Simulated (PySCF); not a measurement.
```xyz
3

Co    0.0121   -0.0037   -0.0083
Cl   -0.0285   -0.0135    2.0936
Cl    0.0394    0.0121   -2.1104
```

Geometry: BP86-D3(BJ)/ma-def2-SVP.

These are results of DFT single point, gas phase, functional B3LYP in PySCF, not measurements.

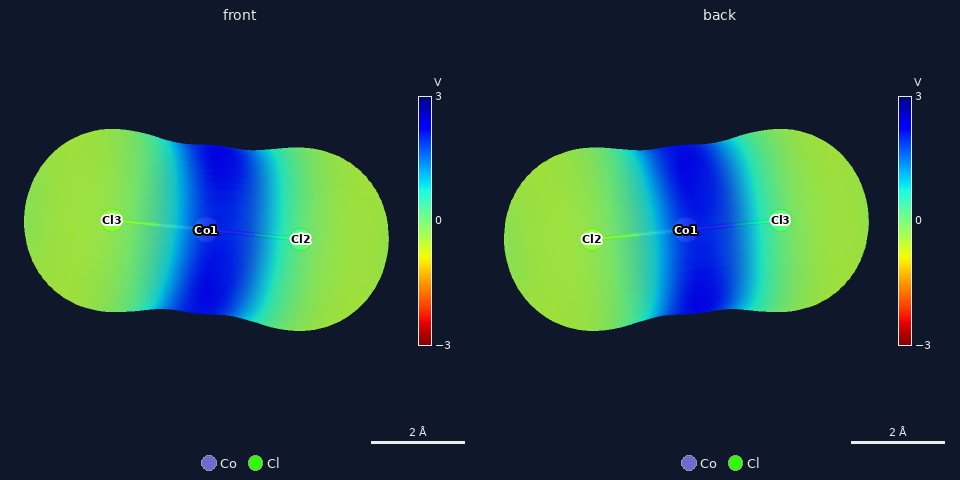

Cl$_{2}$Co (SMILES [Cl][Co][Cl]) (quartet). The electrostatic potential painted on the density surface at 0.002 e/bohr³, seen from the front and from behind; red is negative and blue positive.

Question: Describe the electrostatic potential map.

Answer: The most negative region (about −0.4 V) lies over Cl2 and Cl3, the most positive (about +2.3 V) over Co1.

Question: How polar is the molecule by this calculation?

Answer: Its dipole moment is 0.02 D.
